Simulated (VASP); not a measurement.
Band structure of N2 (space group P4_2/mnm). Calculation: PBEsol GGA, VASP's PBE PAW potentials (set 64) (plane waves; VASP).

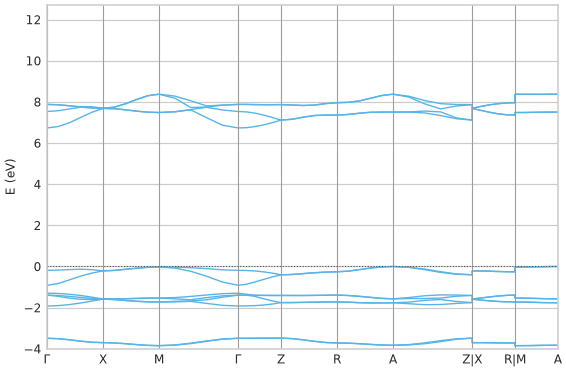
*Bands along high-symmetry lines, zero at the valence-band maximum or, without a gap, the Fermi level*

**Question.** Read the plot: is there a gap, and where are the band edges?

**Answer.** The gap is indirect, 6.73 eV, from the valence maximum at A to the conduction minimum at Γ.

The structure comes from a computed database's N2 entry (P4_2/mnm); how it stands against other phases isn't given here. The cell was not relaxed at this level.
